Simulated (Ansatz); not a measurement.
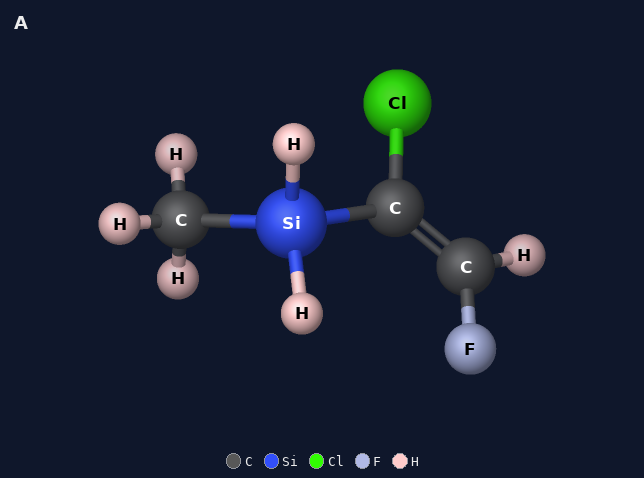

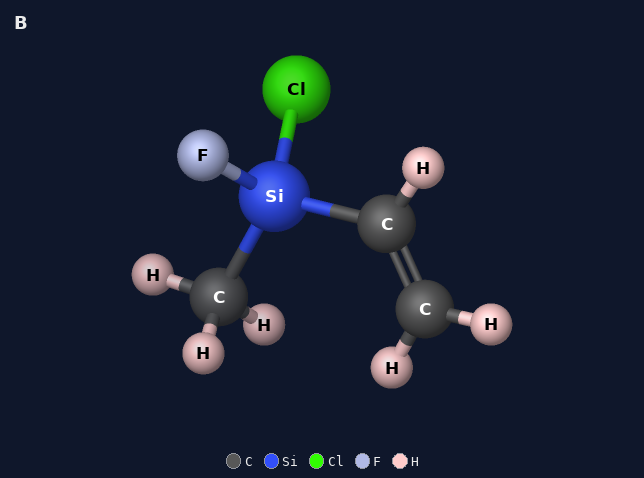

2 stationary structures of one formula. Geometries: PBE0-D4/def2-TZVP. Electronic energies: ωB97M-V/def2-TZVPP (Ansatz 0.2.0), without zero-point energy. No frequency run is at hand to confirm each as a minimum. Each is one conformer, not always the lowest.

**Which is lowest in energy, and by how much?**

B is lowest; A lies 92.7 kcal/mol above it. A is `C[SiH2]/C(Cl)=C\F`, B is `C=C[Si@@](C)(F)Cl`.
